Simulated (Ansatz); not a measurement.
Breaking the Se1–H2 bond in hydrogen selenide (SMILES [SeH2]) (multiplicity 1 held, fragments rigid). Energies count from the point at 1.470 Å.
Geometry at that point (charge 0, multiplicity 1):
```xyz
3

Se     0.0001     0.0571     0.0025
H     -1.0525    -0.9689    -0.0382
H      1.0502    -0.9711    -0.0464
```

Restricted levels (R-, RO-) in cc, def2 and unpolarised 6-31G sets keep to the state of the molecule at rest. U- levels take the lowest unrestricted solution at each point, which mixes spins at long bonds. Full CI gives the lowest state of the spin. Curves can end on different states.

Frozen-core correlation. Filled d and f shells under p-block atoms count as core.

Run with Ansatz (an electronic-structure program) with Gaussian orbitals. 

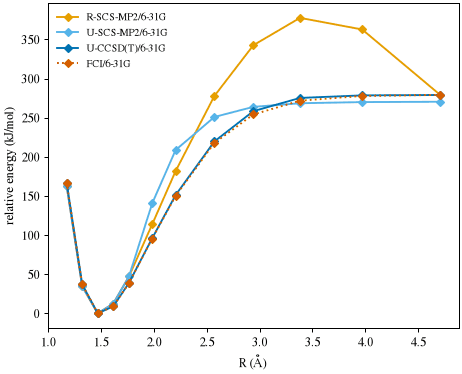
Fig. 1. Relative energy along the coordinate

Question: Order the other curves in the same basis by their non-parallelity to FCI/6-31G (largest less smallest deviation, whatever its cause), smallest first.

Answer: U-CCSD(T)/6-31G (4 kJ/mol), U-SCS-MP2/6-31G (67 kJ/mol), R-SCS-MP2/6-31G (110 kJ/mol)

Question: Read off the U-SCS-MP2/6-31G curve at R = 1.985.

Answer: about 140 kJ/mol

Doubts at one or more of the structures used: a restricted determinant that unrestricted orbitals would lower (R-SCS-MP2/6-31G); a spin-contaminated determinant (U-SCS-MP2/6-31G, U-CCSD(T)/6-31G); T1 above 0.05 (U-CCSD(T)/6-31G); the program's own flag: lower state (U-CCSD(T)/6-31G).
